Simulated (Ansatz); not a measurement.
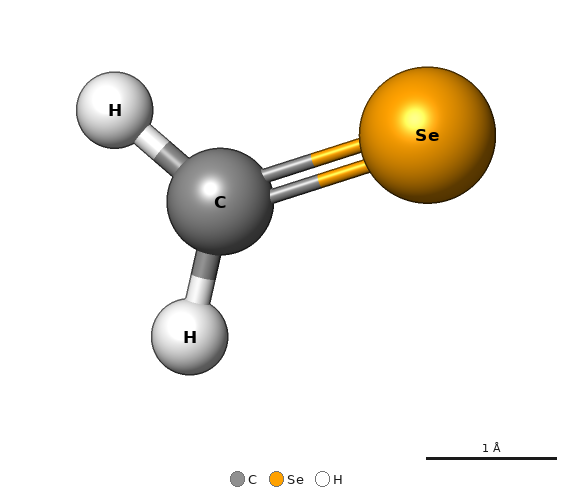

Rendered structure (ball-and-stick style). Double and triple bonds are drawn as two and three sticks.

> Count the atoms of each element.

CH₂Se, 4 atoms: 1 carbon, 2 hydrogen and 1 selenium.

> Write the SMILES.

C=[Se]

> How many atoms are distinct by symmetry?

3: 1 C, 1 Se, 2 H.

> Count the bonded pairs by element.

2 C–H, 1 C–Se.

The parts below concern this one geometry. Atoms keep their numbers from picture to picture. The geometry was computed by an optimisation with PBE0-D4/def2-TZVP.

### Dipole moment

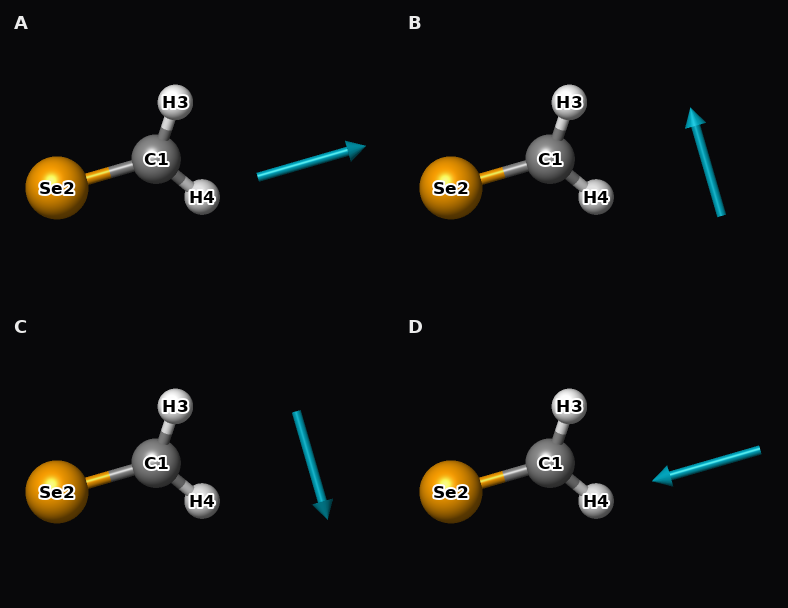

The same molecule four times, each with an arrow. Level of theory: RKS ωB97M-V/def2-TZVPP (Ansatz 0.2.0).

> Which arrow points along the dipole moment, from the negative to the positive end?

A. The dipole moment is 1.52 D; it points from the side of Se2 to the side of H3, H4 (the outermost atoms at the two ends).

### Levels of theory compared

Program: Ansatz 0.2.0.

At this fixed geometry, give vertical IP (eV), HOMO–LUMO gap (eV), HOMO energy (eV) at these levels: B3LYP-D4/def2-TZVPP; PBE-D4/def2-TZVPP; PBE0-D4/def2-TZVPP; r2SCAN-D4/def2-TZVPP; ωB97M-V/def2-TZVPP; ωB97X-V/def2-TZVPP.

| level | vertical IP (eV) | HOMO–LUMO gap (eV) | HOMO energy (eV) |
| --- | --- | --- | --- |
| B3LYP-D4/def2-TZVPP | 8.94 | 3.22 | −6.20 |
| PBE-D4/def2-TZVPP | 8.85 | 1.58 | −5.27 |
| PBE0-D4/def2-TZVPP | 8.86 | 3.65 | −6.43 |
| r2SCAN-D4/def2-TZVPP | 8.83 | 1.88 | −5.49 |
| ωB97M-V/def2-TZVPP | 8.86 | 7.98 | −8.60 |
| ωB97X-V/def2-TZVPP | 8.90 | 8.17 | −8.75 |

### Vibrations

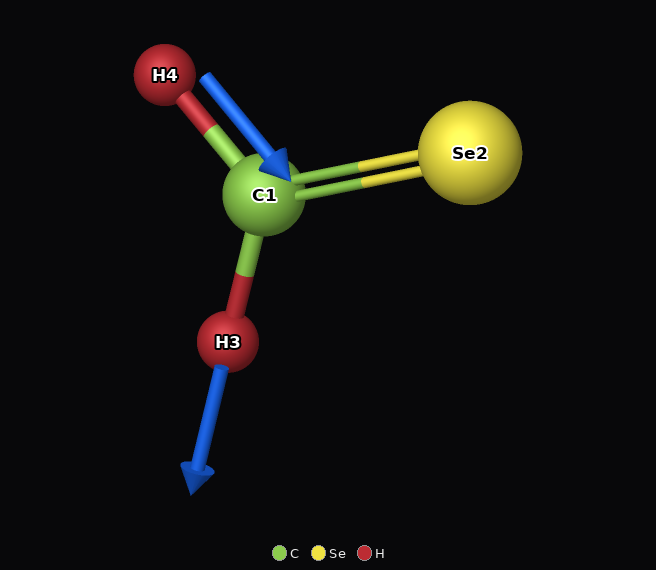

The arrows show one normal mode. Harmonic vibrations computed with RKS PBE0-D4/def2-TZVP (Ansatz 0.2.0) at a stationary point of the same level.

> What kind of motion is it?

Mostly out-of-phase stretching of 2 C–H bonds.

> Estimate its harmonic wavenumber.

3210 cm⁻¹; it is mode 6 of 6 counted from the lowest.

### Charges

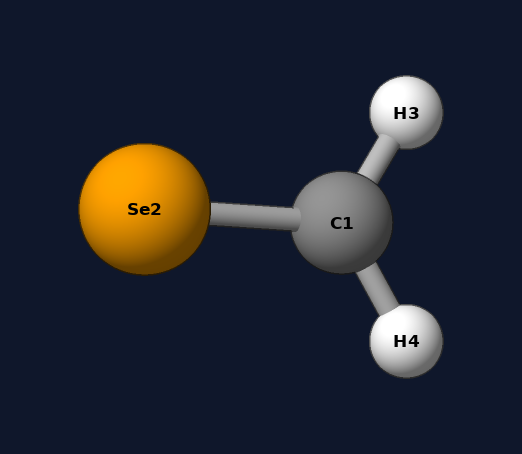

The questions are on Mulliken charges. Properties computed with RKS PBE0-D4/def2-TZVP (Ansatz 0.2.0).

Give the Mulliken charges atom by atom.

```
atom  value (e)
  C1      −0.29
 Se2      −0.03
  H3       0.16
  H4       0.16
```

Mulliken values depend strongly on the basis set and can even reverse the polarity of a bond.
